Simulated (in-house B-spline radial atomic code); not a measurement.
Theory: non-relativistic HSE06, spin-polarised, spherical fractional occupations, point nucleus, basis-set limit (computed with an in-house B-spline radial code). The occupation of the 3p shell is varied from Sc⁺ ([Ne] 3s2 3p5 3d1 4s2 (high spin)) to Sc ([Ar] 3d1 4s2 (high spin)), with spherical fractional occupations. Wanted, and plotted below: the total energy less the straight line between the end points, and the eigenvalue of 3p↓ (the dashed line is minus the energy to take the whole electron out).

The curve is convex (below the straight line), with the largest deviation among the points computed, −1.41 eV, at 0.5. The end points differ by 41.0 eV, the energy to take the electron out. The eigenvalue, which is the slope of the energy (Janak's theorem), moves from −46.8 eV at 0 to −35.6 eV at 1; for a straight line it would stay constant, and a parabola would sag by an eighth of this change, scaled to a whole electron, 1.40 eV. Convexity is the mark of the delocalisation error, which puts fractional charges too low; for p, d and f shells the spherical spreading of the fraction adds to it. The shell lies under occupied ones, so the straight line is a guide here rather than an exact condition. Exact exchange at spherical fractional occupations leaves self-interaction in partly filled shells, which adds to the curvature.

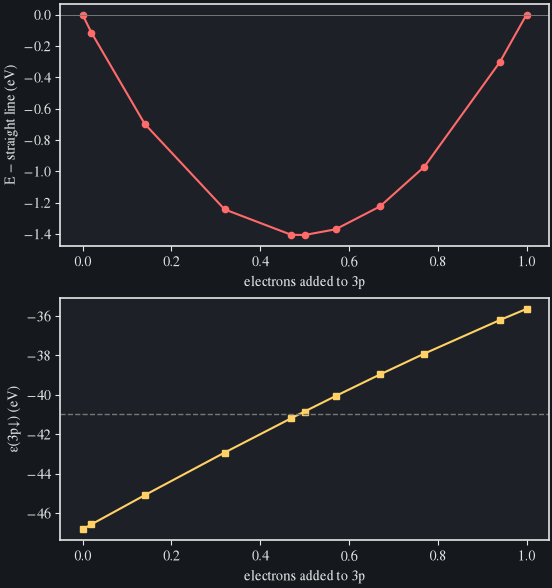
